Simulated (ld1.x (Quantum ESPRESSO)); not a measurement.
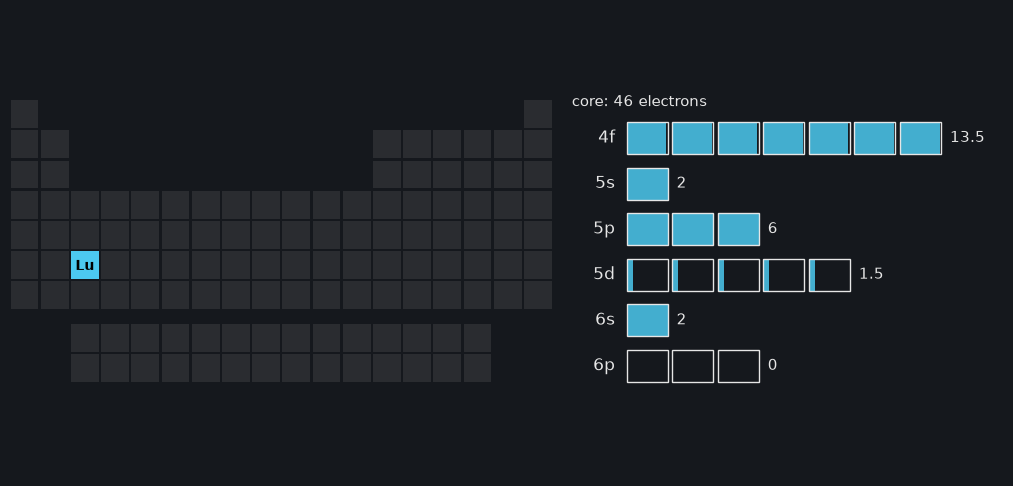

Figure 1. Left, the place of lutetium in the periodic table; right, the valence shells of the reference configuration: a box for each of the 2l + 1 orbitals, shaded by the share of the shell that is filled, with the electron count at the right. The shells are those of the unaltered input.

## Pseudopotential generation: Lu (part 1 of 2)

Lutetium (Lu, Z = 71), core [Kr] 4d10, reference valence 4f13.5 5s2 5p6 5d1.5 6s2 6p0, valence charge 25. (This line and the method describe the unaltered input from which the odd one was made.) Computed at this level: PAW potential, PBEsol, scalar-relativistic, made with ld1.x (Quantum ESPRESSO) 7.5.

Input:
```
 &input
   title='Lu', zed=71., rel=2, dft='PBESOL', iswitch=3,
   config='[Xe] 4f13.5 5d1.5 6s2 6p0',
   nld=4, rlderiv=2.40, eminld=-7.0, emaxld=5.0, deld=0.02
 /
 &inputp
   pseudotype=3, lpaw=.true., tm=.true., lloc=-2, rcloc=2.05,
   nlcc=.true., new_core_ps=.true., rcore=0.40,
   which_augfun='GAUSS', rmatch_augfun=0.35,
   file_pseudopw='Lu.UPF', file_wfcaegen='ae.wfc', file_wfcncgen='nc.wfc', file_beta='beta', file_chi='chi', file_wfcusgen='us.wfc'
 /
8
5S  1  0   2.00   0.00  1.50  1.70  0.0
6S  2  0   2.00   0.00  1.50  1.70  0.0
5P  2  1   6.00   0.00  2.05  2.20  0.0
6P  3  1   0.00   0.00  2.05  2.20  0.0
5D  3  2   1.50   0.00  1.65  1.80  0.0
5D  3  2   0.00   1.45  1.65  1.80  0.0
4F  4  3  13.50   0.00  0.50  0.60  0.0
4F  4  3   0.00   0.95  0.50  0.60  0.0
 &test
   configts(1)='4f13.5 5s2 5p6 5d1.5 6s2 6p0'
 /
```

Launched with:
```bash
ld1.x < Lu.in > Lu.out
```

The program's output:
```
     Program LD1 v.7.5
     --------------------------- All-electron run ----------------------------

     Lu
     dirac relativistic calculation

     atomic number is 71.00
     dft =PBESOL   lsd =0 sic =0 latt =0  beta=0.20 tr2=1.0E-14
     Exchange-correlation= PBESOL
                           (   1   4  10   8   0   0   0)
     mesh =1271 r(mesh) = 100.71756 a.u. xmin = -7.00 dx = 0.01250
     1 Ry =  13.60569312 eV, c = 137.03599908

     n l j   nl                  e(Ry)          e(Ha)          e(eV)
     Spin orbit split results
     1 0 0.5 1S 1( 2.00)     -4640.9823     -2320.4911    -63143.7807
     2 0 0.5 2S 1( 2.00)      -789.7556      -394.8778    -10745.1727
     2 1 0.5 2P 1( 2.00)      -753.8016      -376.9008    -10255.9930
     2 1 1.5 2P 1( 4.00)      -671.7094      -335.8547     -9139.0714
     3 0 0.5 3S 1( 2.00)      -179.1917       -89.5959     -2438.0279
     3 1 0.5 3P 1( 2.00)      -163.2952       -81.6476     -2221.7440
     3 1 1.5 3P 1( 4.00)      -145.7889       -72.8945     -1983.5593
     4 0 0.5 4S 1( 2.00)       -35.8787       -17.9394      -488.1549
     4 1 0.5 4P 1( 2.00)       -29.4089       -14.7044      -400.1283
     4 1 1.5 4P 1( 4.00)       -25.4130       -12.7065      -345.7614
     3 2 1.5 3D 1( 4.00)      -118.8095       -59.4048     -1616.4861
     3 2 2.5 3D 1( 6.00)      -114.9870       -57.4935     -1564.4777
     5 0 0.5 5S 1( 2.00)        -4.6168        -2.3084       -62.8144
     5 1 0.5 5P 1( 2.00)        -2.8081        -1.4040       -38.2057
     5 1 1.5 5P 1( 4.00)        -2.2857        -1.1428       -31.0982
     4 2 1.5 4D 1( 4.00)       -14.7767        -7.3884      -201.0474
     4 2 2.5 4D 1( 6.00)       -14.0461        -7.0230      -191.1066
     4 3 2.5 4F 1( 6.00)        -1.0113        -0.5056       -13.7593
     4 3 3.5 4F 1( 7.50)        -0.8965        -0.4483       -12.1976
     5 2 1.5 5D 1( 1.50)        -0.1786        -0.0893        -2.4301
     5 2 2.5 5D 1( 0.00)        -0.1511        -0.0755        -2.0555
     6 0 0.5 6S 1( 2.00)        -0.3539        -0.1770        -4.8157
     6 1 0.5 6P 1( 0.00)        -0.1163        -0.0581        -1.5821
     6 1 1.5 6P 1( 0.00)        -0.0901        -0.0451        -1.2265
     Averaged results
     1 0     1S 1( 2.00)     -4640.9823     -2320.4911    -63143.7807
     2 0     2S 1( 2.00)      -789.7556      -394.8778    -10745.1727
     2 1     2P 1( 6.00)      -699.0734      -349.5367     -9511.3786
     3 0     3S 1( 2.00)      -179.1917       -89.5959     -2438.0279
     3 1     3P 1( 6.00)      -151.6243       -75.8122     -2062.9542
     4 0     4S 1( 2.00)       -35.8787       -17.9394      -488.1549
     4 1     4P 1( 6.00)       -26.7450       -13.3725      -363.8837
     3 2     3D 1(10.00)      -116.5160       -58.2580     -1585.2811
     5 0     5S 1( 2.00)        -4.6168        -2.3084       -62.8144
     5 1     5P 1( 6.00)        -2.4598        -1.2299       -33.4674
     4 2     4D 1(10.00)       -14.3383        -7.1692      -195.0829
     4 3     4F 1(13.50)        -0.9457        -0.4728       -12.8669
     5 2     5D 1( 1.50)        -0.1621        -0.0810        -2.2054
     6 0     6S 1( 2.00)        -0.3539        -0.1770        -4.8157
     6 1     6P 1( 0.00)        -0.0989        -0.0494        -1.3450

     final scf error:  8.0E-15 reached in  30 iterations

     Etot =  -29152.940268 Ry,  -14576.470134 Ha, -396645.958916 eV

     Ekin =   32502.320673 Ry,   16251.160337 Ha,  442216.600868 eV
     Encl =  -72499.259257 Ry,  -36249.629628 Ha, -986402.673093 eV
     Eh   =   11438.802114 Ry,    5719.401057 Ha,  155632.831258 eV
     Exc  =    -594.803798 Ry,    -297.401899 Ha,   -8092.717948 eV

     normalization and overlap integrals

     s(1S/1S) =  1.000000  <r> =   0.0193  <r2> =    0.0005  r(max) =   0.0121
     s(2S/2S) =  1.000000  <r> =   0.0813  <r2> =    0.0079  r(max) =   0.0698
     s(2P/2P) =  1.000000  <r> =   0.0674  <r2> =    0.0056  r(max) =   0.0523
     s(2P/2P) =  1.000000  <r> =   0.0750  <r2> =    0.0069  r(max) =   0.0586
     s(3S/3S) =  1.000000  <r> =   0.2122  <r2> =    0.0516  r(max) =   0.1969
     s(3P/3P) =  1.000000  <r> =   0.2021  <r2> =    0.0476  r(max) =   0.1849
     s(3P/3P) =  1.000000  <r> =   0.2163  <r2> =    0.0543  r(max) =   0.1969
     s(4S/4S) =  1.000000  <r> =   0.4777  <r2> =    0.2580  r(max) =   0.4492
     s(4P/4P) =  1.000000  <r> =   0.4847  <r2> =    0.2678  r(max) =   0.4492
     s(4P/4P) =  1.000000  <r> =   0.5174  <r2> =    0.3048  r(max) =   0.4782
     s(3D/3D) =  1.000000  <r> =   0.1899  <r2> =    0.0424  r(max) =   0.1553
     s(3D/3D) =  1.000000  <r> =   0.1943  <r2> =    0.0442  r(max) =   0.1592
     s(5S/5S) =  1.000000  <r> =   1.1640  <r2> =    1.5261  r(max) =   1.0380
     s(5P/5P) =  1.000000  <r> =   1.3026  <r2> =    1.9314  r(max) =   1.1329
     s(5P/5P) =  1.000000  <r> =   1.4145  <r2> =    2.2812  r(max) =   1.2212
     s(4D/4D) =  1.000000  <r> =   0.5401  <r2> =    0.3389  r(max) =   0.4782
     s(4D/4D) =  1.000000  <r> =   0.5516  <r2> =    0.3533  r(max) =   0.4842
     s(4F/4F) =  1.000000  <r> =   0.7000  <r2> =    0.6420  r(max) =   0.4664
     s(4F/4F) =  1.000000  <r> =   0.7142  <r2> =    0.6719  r(max) =   0.4723
     s(5D/5D) =  1.000000  <r> =   2.6147  <r2> =    8.6328  r(max) =   1.7329
     s(5D/5D) =  1.000000  <r> =   2.7629  <r2> =    9.6922  r(max) =   1.7992
     s(6S/6S) =  1.000000  <r> =   3.5624  <r2> =   14.4712  r(max) =   3.0036
     s(6P/6P) =  1.000000  <r> =   4.8949  <r2> =   27.9203  r(max) =   3.9544
     s(6P/6P) =  1.000000  <r> =   5.3788  <r2> =   33.7861  r(max) =   4.2623

     ------------------------ End of All-electron run ------------------------

     --------------------- Generating PAW atomic setup --------------------

      Generating local potential from pseudized AE potential:
      Matching radius rcloc =   2.0500
      Enforcing V''(0)=0 (lloc=-2)

      Local pseudo, rcloc= 2.039 Estimated cut-off energy=     7.77 Ry

      Computing core charge for nlcc:

       r > 0.40 : true rho core
      Core charge pseudized with two Bessel functions
      Integrated core pseudo-charge :  21.86

     Fully relativistic calculation: |psi|^2

     Wfc 5S LC norm =  0.99964711 SC norm =  0.00035276 missing  0.00000013
     Speed at rcutus      0.692 a.u.,  v/c =  0.005051,  (v/c)^2 = -0.00002551

     Wfc 6S LC norm =  0.99996364 SC norm =  0.00003384 missing  0.00000252
     Speed at rcutus      0.376 a.u.,  v/c =  0.002747,  (v/c)^2 =  0.00000755

     Wfc 5P LC norm =  0.99971945 SC norm =  0.00028039 missing  0.00000016
     Speed at rcutus      0.391 a.u.,  v/c =  0.002853,  (v/c)^2 = -0.00000814

     Wfc 5P LC norm =  0.99976055 SC norm =  0.00023852 missing  0.00000094
     Speed at rcutus      0.354 a.u.,  v/c =  0.002580,  (v/c)^2 = -0.00000666

     Wfc 6P LC norm =  0.99998167 SC norm =  0.00001731 missing  0.00000102
     Speed at rcutus      0.297 a.u.,  v/c =  0.002167,  (v/c)^2 =  0.00000470

     Wfc 6P LC norm =  0.99998466 SC norm =  0.00001265 missing  0.00000270
     Speed at rcutus      0.204 a.u.,  v/c =  0.001490,  (v/c)^2 =  0.00000222

     Wfc 5D LC norm =  0.99992352 SC norm =  0.00007622 missing  0.00000027
     Speed at rcutus      1.014 a.u.,  v/c =  0.007401,  (v/c)^2 =  0.00005477

     Wfc 5D LC norm =  0.99993104 SC norm =  0.00006198 missing  0.00000699
     Speed at rcutus      0.987 a.u.,  v/c =  0.007199,  (v/c)^2 =  0.00005182

     Wfc 4F LC norm =  0.99920834 SC norm =  0.00079166 missing  0.00000000
     Speed at rcutus      6.869 a.u.,  v/c =  0.050124,  (v/c)^2 =  0.00251238

     Wfc 4F LC norm =  0.99922835 SC norm =  0.00077147 missing  0.00000018
     Speed at rcutus      6.853 a.u.,  v/c =  0.050010,  (v/c)^2 =  0.00250103
      Wfc-us  5S rcutus= 1.711  Estimated cut-off energy=    18.37 Ry
      Wfc-us  6S rcutus= 1.711  Estimated cut-off energy=    35.89 Ry
      Wfc-us  5P rcutus= 2.197  Estimated cut-off energy=    17.88 Ry
      Wfc-us  5P rcutus= 2.197  Estimated cut-off energy=    17.59 Ry
      Wfc-us  6P rcutus= 2.197  Estimated cut-off energy=    33.36 Ry
      Wfc-us  6P rcutus= 2.197  Estimated cut-off energy=    32.32 Ry
      Wfc-us  5D rcutus= 1.799  Estimated cut-off energy=    34.34 Ry
      Wfc-us  5D rcutus= 1.799  Estimated cut-off energy=    34.22 Ry
      Wfc-us  5D rcutus= 1.799  Estimated cut-off energy=    38.60 Ry
      Wfc-us  5D rcutus= 1.799  Estimated cut-off energy=    38.11 Ry
      Wfc-us  4F rcutus= 0.599  Estimated cut-off energy=   430.75 Ry
      Wfc-us  4F rcutus= 0.599  Estimated cut-off energy=   430.41 Ry
      Wfc-us  4F rcutus= 0.599  Estimated cut-off energy=   437.01 Ry
      Wfc-us  4F rcutus= 0.599  Estimated cut-off energy=   436.17 Ry

     Required augmentation: GAUSS   radius:    0.350000
     Message from routine us2paw:
     GAUSS augmentation functions are ususally harder than BESSEL; use BESSEL instead unless you have discontinuity in local potential

     Estimated PAW energy =-1074.294425 Ryd

     The PAW screened D coefficients
     0.03914     0.16846     0.00000     0.00000     0.00000     0.00000
     0.00000     0.00000     0.00000     0.00000     0.00000     0.00000
     0.00000     0.00000
     0.16846     0.00422     0.00000     0.00000     0.00000     0.00000
     0.00000     0.00000     0.00000     0.00000     0.00000     0.00000
     0.00000     0.00000
     0.00000     0.00000    -2.09313     0.00000    -0.27131     0.00000
     0.00000     0.00000     0.00000     0.00000     0.00000     0.00000
     0.00000     0.00000
     0.00000     0.00000     0.00000    -1.35558     0.00000    -0.18244
     0.00000     0.00000     0.00000     0.00000     0.00000     0.00000
     0.00000     0.00000
     0.00000     0.00000    -0.27131     0.00000    -0.45591     0.00000
     0.00000     0.00000     0.00000     0.00000     0.00000     0.00000
     0.00000     0.00000
     0.00000     0.00000     0.00000    -0.18244     0.00000    -0.18869
     0.00000     0.00000     0.00000     0.00000     0.00000     0.00000
     0.00000     0.00000
     0.00000     0.00000     0.00000     0.00000     0.00000     0.00000
    -0.42008     0.00000    -0.44278     0.00000     0.00000     0.00000
     0.00000     0.00000
     0.00000     0.00000     0.00000     0.00000     0.00000     0.00000
     0.00000    -0.34051     0.00000    -0.38042     0.00000     0.00000
     0.00000     0.00000
     0.00000     0.00000     0.00000     0.00000     0.00000     0.00000
    -0.44278     0.00000    -0.46155     0.00000     0.00000     0.00000
     0.00000     0.00000
     0.00000     0.00000     0.00000     0.00000     0.00000     0.00000
     0.00000    -0.38042     0.00000    -0.42019     0.00000     0.00000
     0.00000     0.00000
     0.00000     0.00000     0.00000     0.00000     0.00000     0.00000
     0.00000     0.00000     0.00000     0.00000   -36.29554     0.00000
   -24.47029     0.00000
     0.00000     0.00000     0.00000     0.00000     0.00000     0.00000
     0.00000     0.00000     0.00000     0.00000     0.00000   -35.59997
     0.00000   -24.38569
     0.00000     0.00000     0.00000     0.00000     0.00000     0.00000
     0.00000     0.00000     0.00000     0.00000   -24.47029     0.00000
   -17.17368     0.00000
     0.00000     0.00000     0.00000     0.00000     0.00000     0.00000
     0.00000     0.00000     0.00000     0.00000     0.00000   -24.38569
     0.00000   -17.30536

     The PAW descreened D coefficients (US)
   -11.66519    -3.93244     0.00000     0.00000     0.00000     0.00000
     0.00000     0.00000     0.00000     0.00000     0.00000     0.00000
     0.00000     0.00000
    -3.93244    -1.47518     0.00000     0.00000     0.00000     0.00000
     0.00000     0.00000     0.00000     0.00000     0.00000     0.00000
     0.00000     0.00000
     0.00000     0.00000     3.55964     0.00000    -3.87364     0.00000
     0.00000     0.00000     0.00000     0.00000     0.00000     0.00000
     0.00000     0.00000
     0.00000     0.00000     0.00000     0.93765     0.00000    -2.58436
     0.00000     0.00000     0.00000     0.00000     0.00000     0.00000
     0.00000     0.00000
     0.00000     0.00000    -3.87364     0.00000    -3.50001     0.00000
     0.00000     0.00000     0.00000     0.00000     0.00000     0.00000
     0.00000     0.00000
     0.00000     0.00000     0.00000    -2.58436     0.00000    -1.74389
     0.00000     0.00000     0.00000     0.00000     0.00000     0.00000
     0.00000     0.00000
     0.00000     0.00000     0.00000     0.00000     0.00000     0.00000
    -1.04965     0.00000    -1.02069     0.00000     0.00000     0.00000
     0.00000     0.00000
     0.00000     0.00000     0.00000     0.00000     0.00000     0.00000
     0.00000    -0.96382     0.00000    -0.99863     0.00000     0.00000
     0.00000     0.00000
     0.00000     0.00000     0.00000     0.00000     0.00000     0.00000
    -1.02069     0.00000    -0.98557     0.00000     0.00000     0.00000
     0.00000     0.00000
     0.00000     0.00000     0.00000     0.00000     0.00000     0.00000
     0.00000    -0.99863     0.00000    -1.02955     0.00000     0.00000
     0.00000     0.00000
     0.00000     0.00000     0.00000     0.00000     0.00000     0.00000
     0.00000     0.00000     0.00000     0.00000   -35.59529     0.00000
   -23.97648     0.00000
     0.00000     0.00000     0.00000     0.00000     0.00000     0.00000
     0.00000     0.00000     0.00000     0.00000     0.00000   -34.93266
     0.00000   -23.91074
     0.00000     0.00000     0.00000     0.00000     0.00000     0.00000
     0.00000     0.00000     0.00000     0.00000   -23.97648     0.00000
   -16.79007     0.00000
     0.00000     0.00000     0.00000     0.00000     0.00000     0.00000
     0.00000     0.00000     0.00000     0.00000     0.00000   -23.91074
     0.00000   -16.94500

     ------------------- End of pseudopotential generation -------------------
```

(Continued in part 2.) Outcome of the run: generated; the input is odd on purpose.
